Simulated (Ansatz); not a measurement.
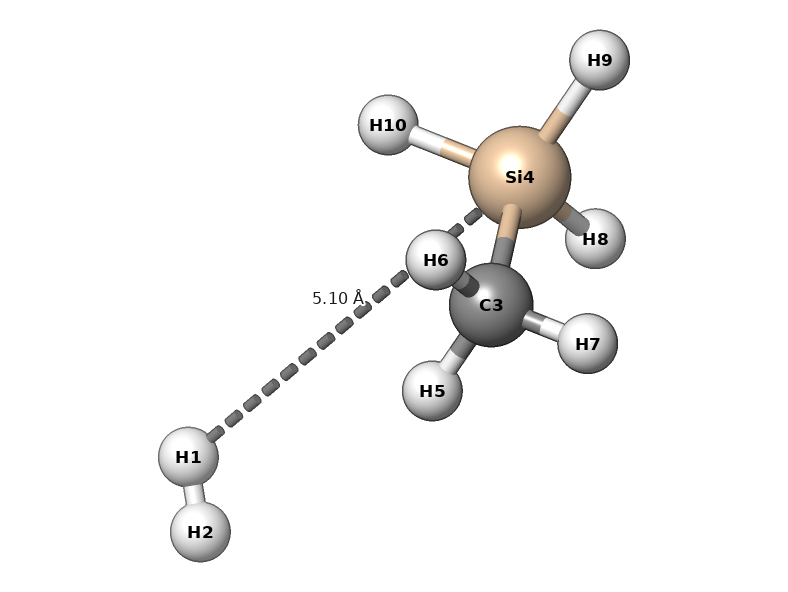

Two molecules or ions; the broken line marks their closest contact (measured against van der Waals radii). Geometry: a pair of rigid molecules at a changed separation. Program: Ansatz 0.2.0.

Q: Which two species are they?

A: H2 and CH6Si (`C[SiH3].[H][H]`).

Give the counterpoise-corrected interaction energy (kJ/mol, monomers kept as in the pair) with RHF-CCSD(T) (frozen core)/def2-TZVPPD; r2SCAN-D4/def2-TZVPPD; B3LYP-D4/def2-TZVPPD; PBE0-D4/def2-TZVPPD; PBE-D4/def2-TZVPPD.

```tsv
level	interaction energy (kJ/mol)
RHF-CCSD(T) (frozen core)/def2-TZVPPD	−0.3
r2SCAN-D4/def2-TZVPPD	−0.3
B3LYP-D4/def2-TZVPPD	−0.3
PBE0-D4/def2-TZVPPD	−0.5
PBE-D4/def2-TZVPPD	−0.5
```
